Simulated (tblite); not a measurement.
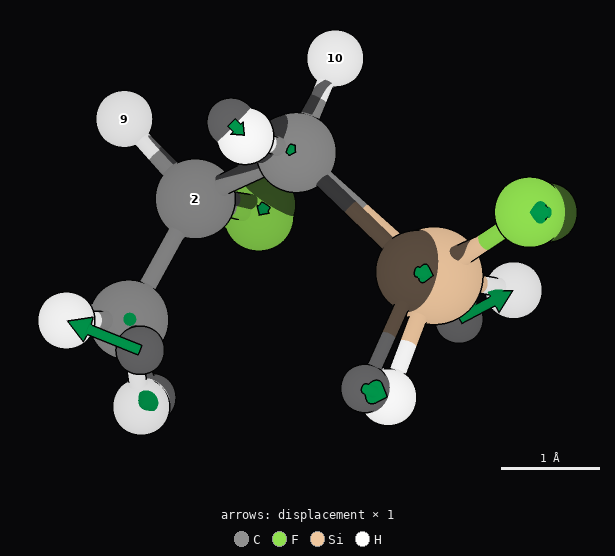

This is a relaxation of C$_{3}$H$_{7}$F$_{2}$Si (multiplicity 2). The starting structure is drawn faded, the final one solid; green arrows show the displacements, at their true length. The two geometries are superimposed by the best rigid fit.

The picture is a ball-and-stick view, seen at a tilt.

The calculation used GFN2-xTB geometry optimisation, gas phase in tblite 0.8.0. 

Q: Atoms of which element are displaced furthest, and by how much?

A: Hydrogen: up to 0.82 Å, against 0.26 Å for fluorine.

Q: What did the optimiser do to the structure, and how much energy did it gain?

A: The energy falls by 11.2 kcal/mol in 101 geometry steps. The largest move after the best rigid fit is that of an H atom, 0.82 Å. By element the largest moves are H 0.82 Å, F 0.26 Å, Si 0.22 Å, C 0.09 Å. Near-neighbour distances that change, for instance: C–Si 1.845 → 1.902 Å, F–Si 1.666 → 1.615 Å, C–H 1.116 → 1.070 Å, H–Si 1.491 → 1.456 Å. Bond angles that change, for instance: H–Si–H 106.0° → 115.5°, C–Si–F 113.5° → 105.1°, C–C–H 112.9° → 120.0°. The run took 0.5 s on 1 thread of Arm Neoverse V1 (shared host).
